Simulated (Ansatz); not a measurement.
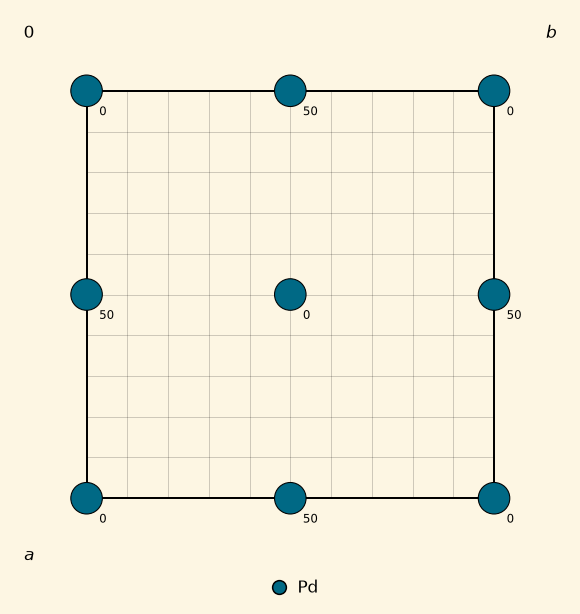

Plan of a unit cell projected along c (a down the page, b across); the numbers are heights in hundredths of c, and atoms on the cell's edges are repeated. The grid marks tenths of a and b. Source: the input geometry of an electronic-structure calculation (not necessarily at equilibrium). Symmetry computed with spglib at a tolerance of 0.002 Å; standard conventional cell.

a = 3.890 Å, b = 3.890 Å, c = 3.890 Å, α = 90.00°, β = 90.00°, γ = 90.00°.

What does the cell contain?

4 Pd: Pd, Z = 4.

Which space group?

Fm-3m, No. 225, face-centred cubic.

Give the independent sites, coordinates to two places.

| atom | site | symmetry | x | y | z |
| --- | --- | --- | --- | --- | --- |
| Pd | 4a | m-3m | 0.00 | 0.00 | 0.00 |
